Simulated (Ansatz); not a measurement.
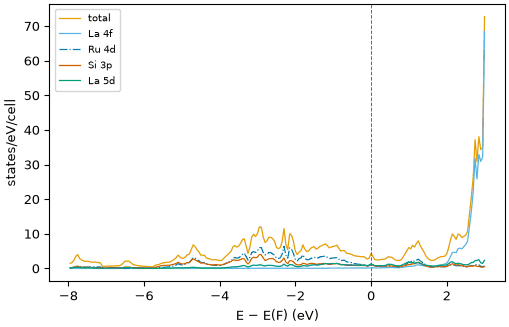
Figure. Total and projected density of states of LaSi2Ru in space group P2_1/m (No. 11; La on 2e, Si on 2e, Si on 2e, Ru on 2e), plane-wave PAW r²SCAN (Ansatz code)

Which orbitals carry the states next to the Fermi level?

Within 0.5 eV of the Fermi level: La 5d 30 %, Ru 4d 30 %, Si 3p 25 %, La 4f 5 %. Projections are on Löwdin-orthogonalised atomic valence shells; empty p or d shells of many metals are not among them.

Where is the tallest occupied peak in this window, and what makes it?

Near -2.9 eV, about 12 states/eV per cell; the largest projected share is Ru 4d.

The workflow started from a Materials Project entry (that database holds measured and hypothetical structures alike); the Crystallography Open Database copy checked does not list it. Its standing as an ambient phase is unchecked. Symmetry was held in the r²SCAN relaxation; whether a distortion lowers the energy is not shown. No spin polarisation was allowed. Scalar-relativistic: spin–orbit coupling is off unless named, which matters more the heavier the elements.

Potentials: the later of the program's two PAW sets.
